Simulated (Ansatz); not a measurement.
# C2H5NSi: one species, many methods

Aim: compute C2H5NSi with functionals from several rungs and with coupled cluster. The yardstick is the atomisation energy at the CCSD(T) limit.

Method: functionals in def2-TZVPP, the program's frozen cores in correlated methods; program: Ansatz 0.2.0, Gaussian basis.

Levels to be run: LDA (SPW92), PBE-D4, revPBE-D4, BLYP-D4, r2SCAN-D4, B97M-V, PBE0-D4, B3LYP-D4, r2SCANh-D4, r2SCAN0-D4, HSE06-D4, BHLYP-D4, CAM-B3LYP-D4, LC-ωPBE, ωB97X-V, ωB97M-V, B2PLYP, PBE-QIDH; CCSD(T)/def2-SVP; CCSD(T)/def2-TZVPP; MP2/def2-QZVPP; extrapolation to the limit; RPA on PBE.

## (1) The relaxed structure

The geometry comes from an earlier relaxation with PBE0-D4 in a triple-zeta def2 set; it is a stationary point, not always the lowest conformer.

SMILES `[SiH3]C1=CN1`, 9 atoms, charge 0, spin multiplicity 1.

Atoms are counted from 1 here; the program's logs count them from 0.

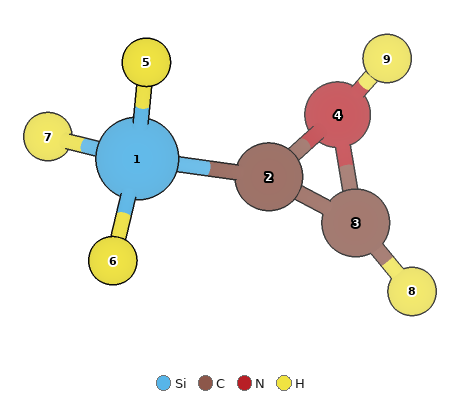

The geometry (silicon blue, carbon brown, nitrogen red, hydrogen yellow); atoms are numbered from 1 in the order of the file.

## (2) LDA

This LDA is Slater exchange with PW92 correlation.

File in.yaml:

```yaml
crystal:
  periodic: [false, false, false]
  atoms:
    - {symbol: Si, position_ang: [0.431831, 1.051844, -0.959372]}
    - {symbol: C, position_ang: [-0.171444, -0.162938, 0.266980]}
    - {symbol: C, position_ang: [-0.755336, -0.652594, 1.295033]}
    - {symbol: N, position_ang: [-0.399758, -1.701840, 0.349808]}
    - {symbol: H, position_ang: [1.887546, 0.847962, -1.172031]}
    - {symbol: H, position_ang: [0.183130, 2.419981, -0.441825]}
    - {symbol: H, position_ang: [-0.277919, 0.846547, -2.246842]}
    - {symbol: H, position_ang: [-1.286491, -0.567355, 2.227565]}
    - {symbol: H, position_ang: [0.476941, -2.127910, 0.663584]}
basis:
  gaussian: {orbitals: def2-TZVPP}
hamiltonian: {xc: lda}
output: {orbitals: {seedname: orbitals}}
```

The run is started by

```bash
$ ansatz run in.yaml --threads 2 --pin off --events-out ev --progress --plain --max-ram 4352MiB
```

Further steps of the session: PBE-D4 (GGA); revPBE-D4 (GGA); BLYP-D4 (GGA); r2SCAN-D4 (meta-GGA); B97M-V (meta-GGA); B3LYP-D4 (hybrid); r2SCANh-D4 (hybrid); r2SCAN0-D4 (hybrid); HSE06-D4 (hybrid); BHLYP-D4 (hybrid); CAM-B3LYP-D4 (range-separated); LC-ωPBE (range-separated); ωB97X-V (range-separated); ωB97M-V (range-separated); B2PLYP (double hybrid); PBE-QIDH (double hybrid); CCSD(T) in def2-SVP; CCSD(T) in def2-TZVPP; MP2 in def2-QZVPP; RPA on PBE orbitals.

Before running them: what should the planned runs give, taken together? Wanted: atomisation energy, CCSD(T)/CBS; farthest beyond LDA; mean size of error, GGA; mean size of error, meta-GGA; mean size of error, hybrid; mean size of error, range-separated; mean size of error, double hybrid; gap, smallest and largest; T1 diagnostic.

As calculated:

```
                               quantity                                               value
        atomisation energy, CCSD(T)/CBS                                       3145.3 kJ/mol
 functionals within 15.7 kJ/mol (0.5 %)  r2SCAN-D4, B97M-V, B3LYP-D4, CAM-B3LYP-D4, LC-ωPBE
                    farthest beyond LDA                            BHLYP-D4 (-107.6 kJ/mol)
                mean size of error, GGA                                         45.8 kJ/mol
           mean size of error, meta-GGA                                          9.4 kJ/mol
             mean size of error, hybrid                                         39.6 kJ/mol
    mean size of error, range-separated                                         14.7 kJ/mol
      mean size of error, double hybrid                                         27.8 kJ/mol
              gap, smallest and largest           3.02 eV (LDA (SPW92)), 10.42 eV (LC-ωPBE)
                          T1 diagnostic                                              0.0124
triples share of the correlation energy                                               4.6 %
```

**Reading.** The LDA atomisation energy is off by 497.1 kJ/mol (16 %): it overbinds. PBE-D4 is off by +96.5 kJ/mol. Double hybrids carry the basis error of their MP2 part in triple zeta, and no dispersion term here, so their miss is partly the set-up's. The rungs meta-GGA, range-separated miss on average by less than the doubt on the reference (15.7 kJ/mol), so they tie. Misses under about 15.7 kJ/mol are within the doubt on the reference itself, which lacks core-valence correlation, relativity and higher excitations. Hartree-Fock recovers 68 % of the binding; the rest is correlation. CCSD(T) in def2-SVP is off by -202.4 kJ/mol, more than most functionals: a good method in a small basis is no reference. The gap grows from 3.0 to 10.4 eV across the functionals, mostly with the share of exact exchange. The restricted reference is unstable towards a spin-broken one.
